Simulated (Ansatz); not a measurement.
# AlClH5NOSi: single points with varied inputs

How do the results and run time of AlClH5NOSi respond when the settings are drawn wide?

Program: Ansatz 0.2.0, Gaussian basis. Level of theory: the settings change from run to run. These are calculated values, not measurements.

### 1 The geometry

The structure was relaxed beforehand with PBE0-D4 in a triple-zeta def2 set.

10 atoms, charge 0, spin multiplicity 1.

Atoms are counted from 1 here; the program's logs count them from 0.

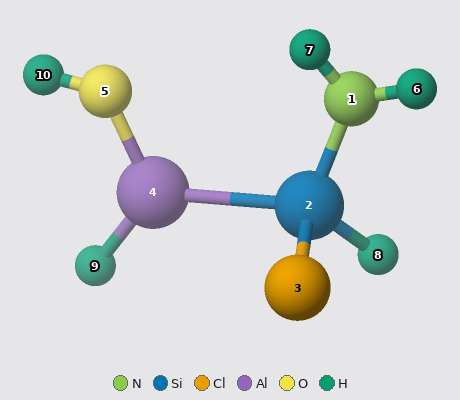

The geometry (nitrogen green, silicon blue, chlorine amber, aluminium purple, oxygen yellow, hydrogen teal); atoms are numbered from 1 in the order of the file.

### 2 B97/pcseg-2

Set apart from the defaults: charge -1, multiplicity 2, coordinates scaled by 1.25, density fitting with cc-pVTZ-jkfit.

The input, in.yaml:

```yaml
crystal:
  periodic: [false, false, false]
  atoms:
    - {symbol: N, position_ang: [-0.522841, -1.914659, -1.163954]}
    - {symbol: Si, position_ang: [0.091081, -1.210926, 0.754598]}
    - {symbol: Cl, position_ang: [2.609314, -1.701234, 1.338080]}
    - {symbol: Al, position_ang: [-0.103790, 1.836800, 0.812053]}
    - {symbol: O, position_ang: [-0.048810, 2.653766, -1.148984]}
    - {symbol: H, position_ang: [-0.598032, -3.145127, -1.424056]}
    - {symbol: H, position_ang: [-0.252527, -1.237880, -2.191343]}
    - {symbol: H, position_ang: [-0.833556, -2.202117, 2.023182]}
    - {symbol: H, position_ang: [-0.196875, 3.032780, 2.392199]}
    - {symbol: H, position_ang: [-0.040089, 3.824721, -1.388148]}
basis:
  gaussian: {orbitals: pcseg-2, fitting: {mean_field: cc-pVTZ-jkfit}}
total_charge: -1
magnetization: {spin_polarized: true, initial_magnetization: 1}
hamiltonian: {xc: {name: B97}}
```

Run with:

```
$ ansatz run in.yaml --threads 4 --pin off --events-out ev --progress --plain --max-ram 10444MiB
```

Output:

```text
Functional definition: B97
  name "B97"
  cite "Becke, J. Chem. Phys. 107, 8554 (1997) doi:10.1063/1.475007"
  parameter cx = 0.1943
  parameter cx0 = 0.8094
  parameter cx1 = 0.5073
  parameter cx2 = 0.7481
  parameter css0 = 0.1737
  parameter css1 = 2.3487
  parameter css2 = -2.4868
  parameter cos0 = 0.9454
  parameter cos1 = 0.7471
  parameter cos2 = -4.5961
  exchange = spin_sum(e_x_unif_s*poly(b97_u_x, cx0, cx1, cx2)) + cx*exact_x
  correlation = spin_sum(e_c_pw_same_spin*poly(b97_u_same, css0, css1, css2))
      + integral(e_c_pw_opposite_spin*poly(b97_u_opposite, cos0, cos1, cos2))
671 factors; integrals over basis functions are off by at most 9.4e-1 eV
mean field evaluation 1: about -30604.5312 eV, gradient 3.8e1 eV
mean field evaluation 2: about -30532.9047 eV, gradient 1.2e2 eV
mean field evaluation 4: about -30610.6675 eV, gradient 1.1e1 eV
mean field evaluation 8: about -30611.1897 eV, gradient 1.1e-1 eV
mean field evaluation 16: about -30611.1895 eV, gradient 1.2e-3 eV
mean field -30611.18946412 eV, -1124.9404637971 hartree, gradient 4.9e-5 eV, S^2 0.759881; 2 other end points of the search recorded, 0 dependent functions left out
reference -30611.18950895 eV, -1124.9404654445 hartree; 33, 32 occupied and 199, 200 virtual orbitals, 671 factors
Total energy: -30611.18950895 eV, -1124.9404654445 hartree
```

Wall time 9.5 s (4 threads of Intel Xeon at 2.80GHz, shared host); peak memory 0.65 GiB.

⟨S²⟩ 0.760.

### 3 HSE06/6-31G

This run has charge +1, multiplicity 2, D3(BJ) with three-body dispersion, the search for lower states set to full.

The input, in.yaml:

```yaml
crystal:
  periodic: [false, false, false]
  atoms:
    - {symbol: N, position_ang: [-0.418273, -1.531727, -0.931163]}
    - {symbol: Si, position_ang: [0.072865, -0.968741, 0.603679]}
    - {symbol: Cl, position_ang: [2.087451, -1.360987, 1.070464]}
    - {symbol: Al, position_ang: [-0.083032, 1.469440, 0.649642]}
    - {symbol: O, position_ang: [-0.039048, 2.123013, -0.919187]}
    - {symbol: H, position_ang: [-0.478426, -2.516102, -1.139245]}
    - {symbol: H, position_ang: [-0.202021, -0.990304, -1.753074]}
    - {symbol: H, position_ang: [-0.666845, -1.761694, 1.618546]}
    - {symbol: H, position_ang: [-0.157500, 2.426224, 1.913759]}
    - {symbol: H, position_ang: [-0.032071, 3.059777, -1.110519]}
basis:
  gaussian: {orbitals: 6-31G}
total_charge: 1
magnetization: {spin_polarized: true, initial_magnetization: 1}
hamiltonian: {xc: {name: HSE06}, dispersion: d3bjatm}
scf: {lower_state_search: full}
```

Launched as before.

Output, cut to the lines that bear on the results:

```text
Functional definition: HSE06
  name "HSE06"
  cite "Heyd, Scuseria & Ernzerhof, J. Chem. Phys. 118, 8207 (2003) doi:10.1063/1.1564060"
  cite "Krukau, Vydrov, Izmaylov & Scuseria, J. Chem. Phys. 125, 224106 (2006) doi:10.1063/1.2404663"
  cite "Heyd & Scuseria, J. Chem. Phys. 120, 7274 (2004) doi:10.1063/1.1668634"
  cite "Ernzerhof & Perdew, J. Chem. Phys. 109, 3313 (1998) doi:10.1063/1.476928"
  cite "Perdew, Burke & Ernzerhof, Phys. Rev. Lett. 77, 3865 (1996) doi:10.1103/PhysRevLett.77.3865"
  parent pbe
[...]
  # The whole range is PBE's own exchange, as in plane waves. The composition of these papers is wPBEh.
[...]
786 factors; integrals over basis functions are off by at most 3.0e-4 eV
127 factors; integrals over basis functions are off by at most 3.1e-7 eV
[...]
mean field -30589.81784852 eV, -1124.1550714097 hartree, gradient 5.8e-6 eV, S^2 0.759046; 10 other end points of the search recorded, 0 dependent functions left out
reference -30589.81789651 eV, -1124.1550731735 hartree; 32, 31 occupied and 35, 36 virtual orbitals, 786 factors
Total energy: -30590.00186933 eV, -1124.1618340498 hartree
```

It took 9.5 s on 4 threads of Intel Xeon at 2.80GHz, shared host; peak memory 0.33 GiB.

⟨S²⟩ 0.759.

### 4 HSE06/pcseg-2

Changes to in.yaml since step 3:

```diff
@@ -14,6 +14,4 @@
 basis:
-  gaussian: {orbitals: 6-31G}
-total_charge: 1
-magnetization: {spin_polarized: true, initial_magnetization: 1}
-hamiltonian: {xc: {name: HSE06}, dispersion: d3bjatm}
-scf: {lower_state_search: full}
+  gaussian: {orbitals: pcseg-2}
+hamiltonian: {xc: {name: HSE06}}
+output: {forces: true}
```

Same command.

Output, cut to the lines that bear on the results:

```text
Functional definition: HSE06
  name "HSE06"
  cite "Heyd, Scuseria & Ernzerhof, J. Chem. Phys. 118, 8207 (2003) doi:10.1063/1.1564060"
  cite "Krukau, Vydrov, Izmaylov & Scuseria, J. Chem. Phys. 125, 224106 (2006) doi:10.1063/1.2404663"
  cite "Heyd & Scuseria, J. Chem. Phys. 120, 7274 (2004) doi:10.1063/1.1668634"
  cite "Ernzerhof & Perdew, J. Chem. Phys. 109, 3313 (1998) doi:10.1063/1.476928"
  cite "Perdew, Burke & Ernzerhof, Phys. Rev. Lett. 77, 3865 (1996) doi:10.1103/PhysRevLett.77.3865"
  parent pbe
[...]
  # The whole range is PBE's own exchange, as in plane waves. The composition of these papers is wPBEh.
[...]
1408 factors; their error is unknown
98 factors; integrals over basis functions are off by at most 5.4e-7 eV
[...]
Atom 0 at    -0.418273    -1.531727    -0.931163 Å, force     0.032053    -0.004599     0.001828 eV/Å
Atom 1 at     0.072865    -0.968741     0.603679 Å, force     0.005270    -0.038544     0.018777 eV/Å
Atom 2 at     2.087451    -1.360987     1.070464 Å, force     0.010802    -0.015720     0.005464 eV/Å
Atom 3 at    -0.083032     1.469440     0.649642 Å, force    -0.017212     0.043984    -0.025912 eV/Å
Atom 4 at    -0.039048     2.123013    -0.919187 Å, force    -0.002918     0.113310     0.055492 eV/Å
Atom 5 at    -0.478426    -2.516102    -1.139245 Å, force    -0.012781     0.030986    -0.009713 eV/Å
Atom 6 at    -0.202021    -0.990304    -1.753074 Å, force    -0.018799    -0.030489     0.007804 eV/Å
Atom 7 at    -0.666845    -1.761694     1.618546 Å, force     0.003126     0.014385    -0.017648 eV/Å
Atom 8 at    -0.157500     2.426224     1.913759 Å, force     0.000608    -0.018354    -0.018446 eV/Å
Atom 9 at    -0.032071     3.059777    -1.110519 Å, force    -0.000148    -0.094959    -0.017644 eV/Å
Dipole moment:    -0.331255     0.261835    -0.238755 e Å
```

It took 5.5 s on 4 threads of Intel Xeon at 2.80GHz, shared host; peak memory 0.69 GiB.

Largest force 0.126 eV/Å, dipole 2.33 D.

### 5 PBE/6-31G*

Options: D3(BJ) dispersion, high accuracy, the search for lower states set to full.

Changes to in.yaml since step 4:

```diff
@@ -14,4 +14,5 @@
 basis:
-  gaussian: {orbitals: pcseg-2}
-hamiltonian: {xc: {name: HSE06}}
-output: {forces: true}
+  gaussian: {orbitals: "6-31G*"}
+hamiltonian: {xc: {name: PBE}, dispersion: d3bj}
+accuracy: high
+scf: {lower_state_search: full}
```

Launched as before.

Output:

```text
Functional definition: PBE
  name "PBE"
  cite "Perdew, Burke & Ernzerhof, Phys. Rev. Lett. 77, 3865 (1996) doi:10.1103/PhysRevLett.77.3865"
  parent pbe
  parameter kappa = 0.804
  parameter beta = 0.06672455060314922
  exchange = pbe_x(kappa = kappa, mu = beta*pi^2/3)
  correlation = pbe_c(beta = beta)
2092 factors; integrals over basis functions are off by at most 7.1e-9 eV
mean field evaluation 1: about -30586.8009 eV, gradient 8.4e1 eV
mean field evaluation 2: about -30586.7918 eV, gradient 8.4e1 eV
mean field evaluation 4: about -30597.8094 eV, gradient 2.9e1 eV
mean field evaluation 8: about -30600.2605 eV, gradient 5.3e-1 eV
mean field evaluation 16: about -30600.2591 eV, gradient 5.2e-4 eV
mean field -30600.25912726 eV, -1124.5387813262 hartree, gradient 9.4e-9 eV, S^2 0.000000; 0 other end points of the search recorded, 0 dependent functions left out
reference -30600.25913179 eV, -1124.5387814928 hartree; 32, 32 occupied and 65, 65 virtual orbitals, 2092 factors
Total energy: -30600.49102969 eV, -1124.5473035834 hartree
```

Run time: 3.2 s. Hardware: 4 threads of Intel Xeon at 2.80GHz, shared host; peak memory 0.29 GiB.

### 6 PBE0-DH/ANO-RCC-VTZP

Changes to in.yaml since step 5:

```diff
@@ -14,5 +14,3 @@
 basis:
-  gaussian: {orbitals: "6-31G*"}
-hamiltonian: {xc: {name: PBE}, dispersion: d3bj}
-accuracy: high
-scf: {lower_state_search: full}
+  gaussian: {orbitals: ANO-RCC-VTZP}
+hamiltonian: {xc: {name: PBE0-DH}}
```

The command is unchanged.

Output, cut to the lines that bear on the results:

```text
Functional definition: PBE0-DH
  name "PBE0-DH"
  cite "Brémond & Adamo, J. Chem. Phys. 135, 024106 (2011) doi:10.1063/1.3604569"
  cite "Perdew, Burke & Ernzerhof, Phys. Rev. Lett. 77, 3865 (1996) doi:10.1103/PhysRevLett.77.3865"
[...]
1414 factors; integrals over basis functions are off by at most 1.0e-3 eV
[...]
mean field -30672.09397509 eV, -1127.1786632925 hartree, gradient 5.8e-6 eV, S^2 0.000000; 0 other end points of the search recorded, 0 dependent functions left out
17 core orbitals not correlated: weight in the atoms' cores, before any rotation towards them, 1.000 or more for the frozen orbitals, at most 0.000 for the correlated occupied ones
reference -30672.09401046 eV, -1127.1786645922 hartree; 15, 15 occupied and 200, 200 virtual orbitals, 1414 factors
second order -28.22201460 eV of doubles, -0.00000000 eV of singles
Total energy: -30675.62176228 eV, -1127.3083070806 hartree
Relativity: scalar
```

It took 14 s on 4 threads of Intel Xeon at 2.80GHz, shared host; peak memory 0.75 GiB.

### 7 wB97X-V/def2-TZVPD

Changes to in.yaml since step 6:

```diff
@@ -14,3 +14,4 @@
 basis:
-  gaussian: {orbitals: ANO-RCC-VTZP}
-hamiltonian: {xc: {name: PBE0-DH}}
+  gaussian: {orbitals: def2-TZVPD}
+hamiltonian: {xc: {name: wB97X-V}}
+output: {forces: true}
```

Launched as before.

Output, cut to the lines that bear on the results:

```text
Functional definition: wB97X-V
  name "wB97X-V"
  cite "Mardirossian & Head-Gordon, Phys. Chem. Chem. Phys. 16, 9904 (2014) doi:10.1039/C3CP54374A"
  cite "Becke, J. Chem. Phys. 107, 8554 (1997) doi:10.1063/1.475007"
  cite "Vydrov & Van Voorhis, J. Chem. Phys. 133, 244103 (2010) doi:10.1063/1.3521275"
[...]
      + integral(e_c_pw_opposite_spin*poly(b97_u_opposite, cos0, cos1)) + vv10(b, c)
1464 factors; their error is unknown
474 factors; integrals over basis functions are off by at most 4.0e-5 eV
[...]
mean field -30616.55166100 eV, -1125.1375208975 hartree, gradient 8.4e-5 eV, S^2 0.000000; 0 other end points of the search recorded, 0 dependent functions left out
[...]
reference -30616.55165760 eV, -1125.1375207728 hartree; 32, 32 occupied and 222, 222 virtual orbitals, 1464 factors
Total energy: -30616.55165760 eV, -1125.1375207728 hartree
Atom 0 at    -0.418273    -1.531727    -0.931163 Å, force     0.013095    -0.023695    -0.009874 eV/Å
Atom 1 at     0.072865    -0.968741     0.603679 Å, force    -0.037692     0.046614     0.170087 eV/Å
Atom 2 at     2.087451    -1.360987     1.070464 Å, force     0.010017    -0.022702    -0.014586 eV/Å
Atom 3 at    -0.083032     1.469440     0.649642 Å, force    -0.000747    -0.029421     0.156555 eV/Å
Atom 4 at    -0.039048     2.123013    -0.919187 Å, force     0.000346    -0.027091    -0.055727 eV/Å
Atom 5 at    -0.478426    -2.516102    -1.139245 Å, force    -0.014296    -0.068443    -0.029673 eV/Å
Atom 6 at    -0.202021    -0.990304    -1.753074 Å, force     0.002047     0.035392    -0.086169 eV/Å
Atom 7 at    -0.666845    -1.761694     1.618546 Å, force     0.028303     0.020278    -0.028631 eV/Å
Atom 8 at    -0.157500     2.426224     1.913759 Å, force    -0.000112    -0.032264    -0.040773 eV/Å
Atom 9 at    -0.032071     3.059777    -1.110519 Å, force    -0.000962     0.101331    -0.061209 eV/Å
Dipole moment:    -0.317345     0.243516    -0.230093 e Å
```

It took 12 s on 4 threads of Intel Xeon at 2.80GHz, shared host; peak memory 1.1 GiB.

Largest force 0.180 eV/Å, dipole 2.22 D.

### 8 B3LYP5/6-31++G**

This run has finite nuclei.

Changes to in.yaml since step 7:

```diff
@@ -14,4 +14,4 @@
 basis:
-  gaussian: {orbitals: def2-TZVPD}
-hamiltonian: {xc: {name: wB97X-V}}
+  gaussian: {orbitals: "6-31++G**", nuclear_model: gaussian}
+hamiltonian: {xc: {name: B3LYP5}}
 output: {forces: true}
```

Launched as before.

Output, cut to the lines that bear on the results:

```text
Functional definition: B3LYP5
  name "B3LYP5"
  cite "Stephens, Devlin, Chabalowski & Frisch, J. Phys. Chem. 98, 11623 (1994) doi:10.1021/j100096a001"
  cite "Becke, Phys. Rev. A 38, 3098 (1988) doi:10.1103/PhysRevA.38.3098"
  cite "Lee, Yang & Parr, Phys. Rev. B 37, 785 (1988) doi:10.1103/PhysRevB.37.785"
  cite "Vosko, Wilk & Nusair, Can. J. Phys. 58, 1200 (1980) doi:10.1139/p80-159"
[...]
1188 factors; integrals over basis functions are off by at most 1.3e-3 eV
[...]
mean field -30613.19452200 eV, -1125.0141483149 hartree, gradient 1.9e-5 eV, S^2 0.000000; 0 other end points of the search recorded, 0 dependent functions left out
[...]
reference -30613.19488942 eV, -1125.0141618173 hartree; 32, 32 occupied and 105, 105 virtual orbitals, 1188 factors
Total energy: -30613.19488942 eV, -1125.0141618173 hartree
Atom 0 at    -0.418273    -1.531727    -0.931163 Å, force    -0.125980    -0.092725    -0.220980 eV/Å
Atom 1 at     0.072865    -0.968741     0.603679 Å, force    -0.317427     0.271441     0.412754 eV/Å
Atom 2 at     2.087451    -1.360987     1.070464 Å, force     0.521381    -0.141988     0.124084 eV/Å
Atom 3 at    -0.083032     1.469440     0.649642 Å, force    -0.058172    -0.238640     0.635133 eV/Å
Atom 4 at    -0.039048     2.123013    -0.919187 Å, force     0.013590     0.003730    -0.478323 eV/Å
Atom 5 at    -0.478426    -2.516102    -1.139245 Å, force    -0.050172    -0.226388    -0.078906 eV/Å
Atom 6 at    -0.202021    -0.990304    -1.753074 Å, force     0.017924     0.101634    -0.222093 eV/Å
Atom 7 at    -0.666845    -1.761694     1.618546 Å, force    -0.004790    -0.006282    -0.015512 eV/Å
Atom 8 at    -0.157500     2.426224     1.913759 Å, force    -0.000533     0.004590    -0.003235 eV/Å
Atom 9 at    -0.032071     3.059777    -1.110519 Å, force     0.004179     0.324628    -0.152921 eV/Å
Dipole moment:    -0.352223     0.288106    -0.220169 e Å
```

Run time: 2.8 s. Hardware: 4 threads of Intel Xeon at 2.80GHz, shared host; peak memory 0.35 GiB.

Largest force 0.681 eV/Å, dipole 2.43 D.

### 9 B97M-V/6-31++G**

Options: charge -1, multiplicity 2.

Changes to in.yaml since step 8:

```diff
@@ -14,4 +14,5 @@
 basis:
-  gaussian: {orbitals: "6-31++G**", nuclear_model: gaussian}
-hamiltonian: {xc: {name: B3LYP5}}
-output: {forces: true}
+  gaussian: {orbitals: "6-31++G**"}
+total_charge: -1
+magnetization: {spin_polarized: true, initial_magnetization: 1}
+hamiltonian: {xc: {name: B97M-V}}
```

Launched as before.

Output, cut to the lines that bear on the results:

```text
Functional definition: B97M-V
  name "B97M-V"
  cite "Mardirossian & Head-Gordon, J. Chem. Phys. 142, 074111 (2015) doi:10.1063/1.4907719"
  cite "Becke, J. Chem. Phys. 107, 8554 (1997) doi:10.1063/1.475007"
  cite "Vydrov & Van Voorhis, J. Chem. Phys. 133, 244103 (2010) doi:10.1063/1.3521275"
  # Of w^i u^j: cxij and so on, Table III.
[...]
  gx(w, u) = cx00 + cx01*u + cx02*u^2 + (cx10 + cx11*u)*w
  gss(w, u) = css00 + css02*u^2 + css10*w + (css32*w^3 + css42*w^4)*u^2
  gos(w, u) = cos00 + cos01*u + cos03*u^3 + cos10*w + cos32*w^3*u^2
[...]
      + integral(e_c_pw_mod_opposite_spin*gos(b97_w_opposite, b97_u_opposite)) + vv10(b, c)
1368 factors; their error is unknown
[...]
mean field -30610.76441764 eV, -1124.9248436269 hartree, gradient 2.7e-6 eV, S^2 0.753207; 7 other end points of the search recorded, 0 dependent functions left out
reference -30610.76450469 eV, -1124.9248468258 hartree; 33, 32 occupied and 104, 105 virtual orbitals, 1368 factors
Total energy: -30610.76450469 eV, -1124.9248468258 hartree
```

It took 45 s on 4 threads of Intel Xeon at 2.80GHz, shared host; peak memory 0.63 GiB.

⟨S²⟩ 0.753.

### 10 RPA/STO-3G

Options: unrestricted orbitals, finite nuclei, relativity set to none.

Changes to in.yaml since step 9:

```diff
@@ -14,5 +14,5 @@
 basis:
-  gaussian: {orbitals: "6-31++G**"}
-total_charge: -1
-magnetization: {spin_polarized: true, initial_magnetization: 1}
-hamiltonian: {xc: {name: B97M-V}}
+  gaussian: {orbitals: STO-3G, nuclear_model: gaussian}
+magnetization: {spin_polarized: true, initial_magnetization: 0}
+hamiltonian: {xc: {name: PBE0}, pseudopotentials: {relativity: none}}
+correlation: {method: rpa}
```

Same command.

Output, cut to the lines that bear on the results:

```text
Functional definition: PBE0
  name "PBE0"
  cite "Adamo & Barone, J. Chem. Phys. 110, 6158 (1999) doi:10.1063/1.478522"
  cite "Perdew, Burke & Ernzerhof, Phys. Rev. Lett. 77, 3865 (1996) doi:10.1103/PhysRevLett.77.3865"
  parent pbe
[...]
493 factors; integrals over basis functions are off by at most 7.6e-5 eV
[...]
mean field -30249.08345565 eV, -1111.6333134298 hartree, gradient 5.5e-6 eV, S^2 0.000000; 0 other end points of the search recorded, 0 dependent functions left out
17 core orbitals not correlated: weight in the atoms' cores, before any rotation towards them, 0.999 or more for the frozen orbitals, at most 0.000 for the correlated occupied ones
reference -30198.62019648 eV, -1109.7788228606 hartree; 15, 15 occupied and 10, 10 virtual orbitals, 493 factors
Total energy: -30206.34112410 eV, -1110.0625617174 hartree
```

It took 0.9 s on 4 threads of Intel Xeon at 2.80GHz, shared host.

⟨S²⟩ 0.000.

### 11 The runs in one table

```tsv
level	charge	multiplicity	geometry	functions	energy (eV)	time
B97/pcseg-2	-1	2	scaled	232	-30611.190	9.5 s
HSE06/6-31G	1	2	relaxed	67	-30590.002	9.5 s
HSE06/pcseg-2	0	1	relaxed	232	-30607.041	5.5 s
PBE/6-31G*	0	1	relaxed	97	-30600.491	3.2 s
PBE0-DH/ANO-RCC-VTZP	0	1	relaxed	232	-30675.622	14 s
wB97X-V/def2-TZVPD	0	1	relaxed	254	-30616.552	12 s
B3LYP5/6-31++G**	0	1	relaxed	137	-30613.195	2.8 s
B97M-V/6-31++G**	-1	2	relaxed	137	-30610.765	45 s
RPA/STO-3G	0	1	relaxed	42	-30206.341	0.9 s
```

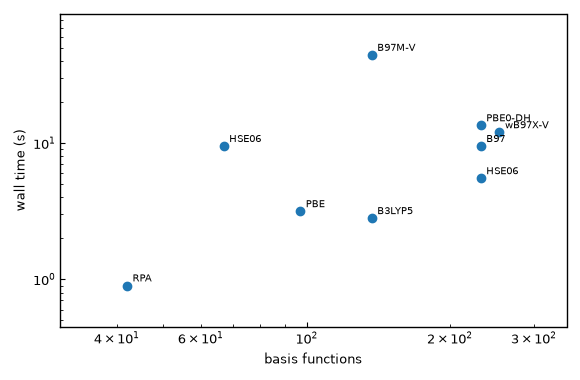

Wall time against the number of basis functions (shared host).

### 12 What came out

```
                                         quantity                   value
                                             runs                       9
                                         quickest       RPA/STO-3G, 0.9 s
                                          slowest  B97M-V/6-31++G**, 45 s
spread of total energies, same state and geometry                469.3 eV
                  dipole, same state and geometry          2.22 to 2.43 D
```

In words: Run time spans a factor of 49, from RPA/STO-3G to B97M-V/6-31++G**. The jobs differ in tasks and options as well as level. The totals spread over 469 eV; they can't be compared across methods or bases. Some of these runs are scalar-relativistic and others not, which shifts the totals of all-electron atoms past neon by several eV an atom and more; core potentials, where a basis has them, take the core out of the total altogether. At the PBE0-D4/def2-TZVP geometry and in the same state, the sound runs without point charges leave forces up to 0.68 eV/Å (B3LYP5/6-31++G**). At that geometry and state the dipole changes by 10 % between the lowest and highest value.
